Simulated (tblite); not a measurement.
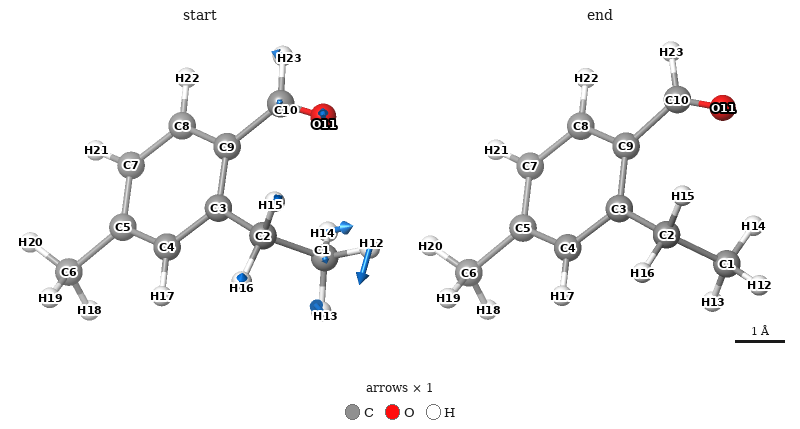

The structure of C$_{10}$H$_{12}$O before (left) and after (right) a relaxation, at one scale. The blue arrows give the displacements, at their true length.

A ball-and-stick model, seen at a tilt.

Method: GFN2-xTB geometry optimisation, gas phase in tblite. 

Question: What changed between the two?

Answer: The atom that moves furthest after the best rigid fit is H12 (0.79 Å). Largest moves by element: H 0.79 Å, O 0.23 Å, C 0.14 Å. Among the contacts that change: C1–H12 1.130 → 1.087 Å, C10–O11 1.250 → 1.207 Å, C3–C9 1.376 → 1.407 Å, C1–H13 1.116 → 1.088 Å. Among the angles between lasting bonds that change: C1–C2–H16 104.8° → 109.3°, C3–C2–H15 114.5° → 110.3°, H18–C6–H20 112.3° → 108.2°. Groups turn about C1–C2 by about 45°. The energy falls by 10.9 kcal/mol in 81 geometry steps. Cost: 0.52 s on 2 threads of AMD EPYC 9R45 96-Core Processor, on a shared host.
